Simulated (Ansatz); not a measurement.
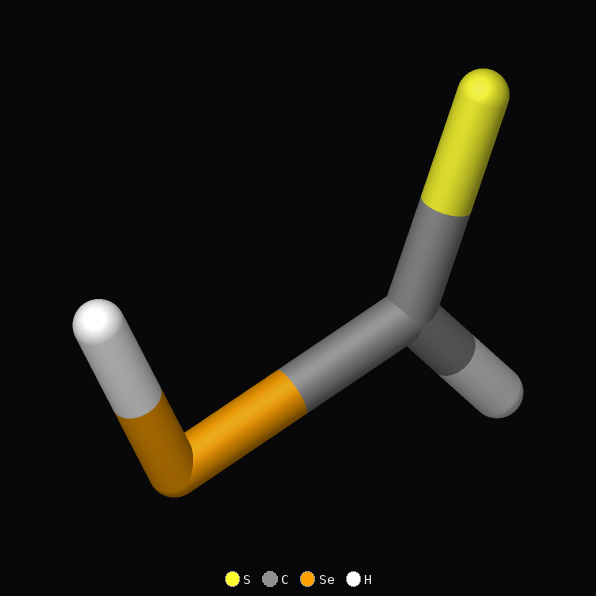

Stick drawing of a structure.

Computed geometry: PBE0-D4/def2-TZVP optimisation. No frequency run is at hand to confirm it as a minimum.

What does the picture show?

Formula CH₂SSe. The point group is Cs. All atoms lie on one plane. Coordination: 1 C trigonal planar; 1 Se bent.

The parts below concern this one geometry. Atoms keep their numbers from picture to picture.

## Electronic properties

No frequency run is at hand to confirm it as a minimum. Level of theory: RKS PBE0-D4/def2-TZVPP (Ansatz 0.2.0).

Predict the main results.

- HOMO energy (Kohn–Sham orbital): −6.66 eV
- LUMO energy (Kohn–Sham orbital): −2.33 eV
- HOMO–LUMO gap: 4.33 eV

## Charges

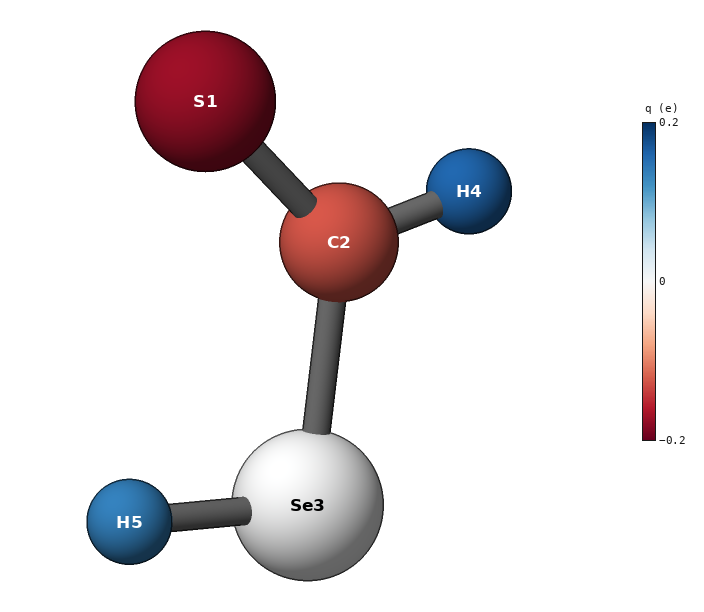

Atoms are coloured by their Mulliken charges. No frequency run is at hand to confirm it as a minimum. Method: RKS PBE0-D4/def2-TZVP (Ansatz 0.2.0).

List the Mulliken charges.

```
atom  value (e)
  S1      −0.17
  C2      −0.13
 Se3       0.00
  H4       0.16
  H5       0.14
```

## Dipole moment

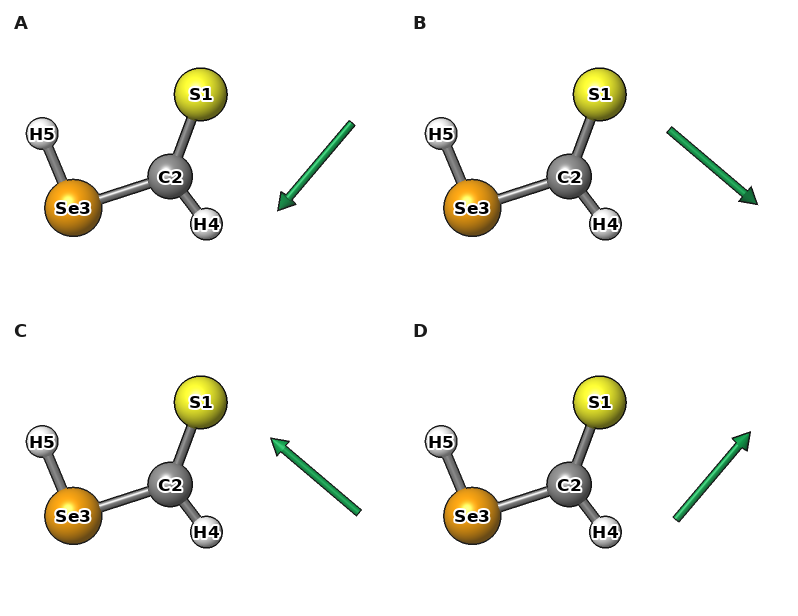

The same molecule four times, each with an arrow. No frequency run is at hand to confirm it as a minimum. Level of theory: RKS PBE0-D4/def2-TZVP (Ansatz 0.2.0).

> Which arrow points along the dipole moment, from the negative to the positive end?

A. The dipole moment is 1.71 D; it points from the side of S1 to the side of Se3 (the outermost atoms at the two ends).

Mulliken values depend strongly on the basis set and can even reverse the polarity of a bond.
